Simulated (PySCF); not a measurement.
# C₅H₆ClN (SMILES [H]/N=C\C(C=C)=C/Cl): what the fields show

```yaml
atoms:
  - { symbol: C, position_ang: [0.7009, 1.0974, 1.4728] }
  - { symbol: C, position_ang: [-0.3565, 0.4023, 1.0726] }
  - { symbol: C, position_ang: [-0.5197, -0.2005, -0.2458] }
  - { symbol: C, position_ang: [0.6514, -0.4370, -1.1295] }
  - { symbol: N, position_ang: [1.8191, -0.5235, -0.7567] }
  - { symbol: C, position_ang: [-1.7551, -0.5478, -0.6376] }
  - { symbol: Cl, position_ang: [-2.1356, -1.2886, -2.1356] }
  - { symbol: H, position_ang: [1.5428, 1.2734, 0.8275] }
  - { symbol: H, position_ang: [0.7514, 1.5162, 2.4634] }
  - { symbol: H, position_ang: [-1.1958, 0.2693, 1.7448] }
  - { symbol: H, position_ang: [0.3742, -0.5471, -2.1943] }
  - { symbol: H, position_ang: [2.7477, -0.6266, -0.4650] }
  - { symbol: H, position_ang: [-2.6249, -0.3874, -0.0164] }
```

Geometry: GFN2-xTB; a saddle point, not a minimum.

Computed with PBE0/pcSseg-1, SCF density, gas phase, non-relativistic in PySCF 2.14.0.

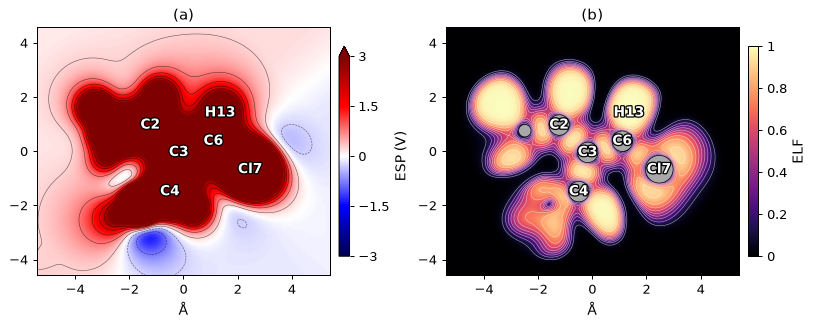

Figure 1. (a) electrostatic potential; (b) ELF on the plane of atoms Cl7, C6 and H13. Grey discs cover the atomic cores in the ELF map.

Question: What does the map show?

Answer:
- The plane passes through C, Cl and H nuclei.
- C–C (1.34 Å): the ELF peaks at about 0.95 between the atoms; a multiple bond.
- C–Cl (1.71 Å): the ELF peaks at about 0.90 between the atoms, as expected for a shared electron pair.
- C–C (1.46 Å): the ELF peaks at about 0.95 between the atoms: localised, covalent bonding.
- C–H (1.08 Å): the ELF climbs to about 1 towards the hydrogen, as it does in any bond to H; an ordinary covalent bond to hydrogen.
- The ELF also peaks beside N5 and Cl7, away from the bonds: lone-pair regions.
- Outside the dense part of the molecule the potential is most negative (−1.3 V) near N5, which lies off the plane.

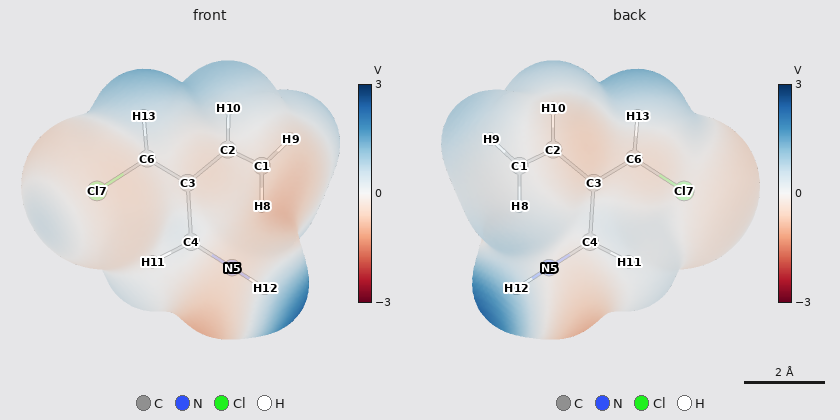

Figure 2. The molecular electrostatic potential painted on the density surface at 0.002 e/bohr³, seen from the front and from behind; red is negative and blue positive.

Question: Describe the electrostatic potential map.

Answer: The most negative region (about −0.9 V, or −21 kcal/mol for a unit charge) lies over C1, C2 and N5, the most positive (about +2.2 V, or +51 kcal/mol for a unit charge) over H12. Cl7 shows a σ-hole: about +0.5 V, or +12 kcal/mol for a unit charge at the tip opposite its bond, against about −0.3 V on its flanks.

Question: How polar is the molecule by this calculation?

Answer: Its dipole moment is 1.46 D.

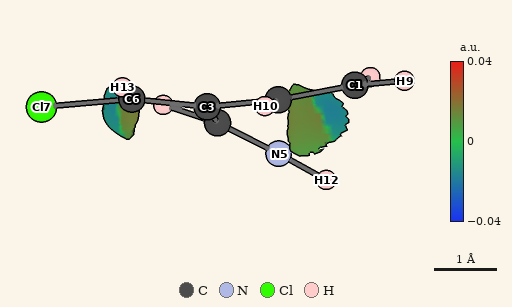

Figure 3. Non-covalent interaction (NCI) plot: the surface where the reduced density gradient is 0.5, for densities under 0.05 a.u., coloured by sign(λ₂)ρ; seen from one side.

Question: Identify the weak interactions.

Answer:
- Between H11 and C4 on one side and Cl7 on the other: a weak contact, attractive (blue-green) on one side and crowded (olive to red) on the other
- Between H8 and C1 on one side and N5 and C4 on the other: a weak contact, attractive (blue-green) on one side and crowded (olive to red) on the other
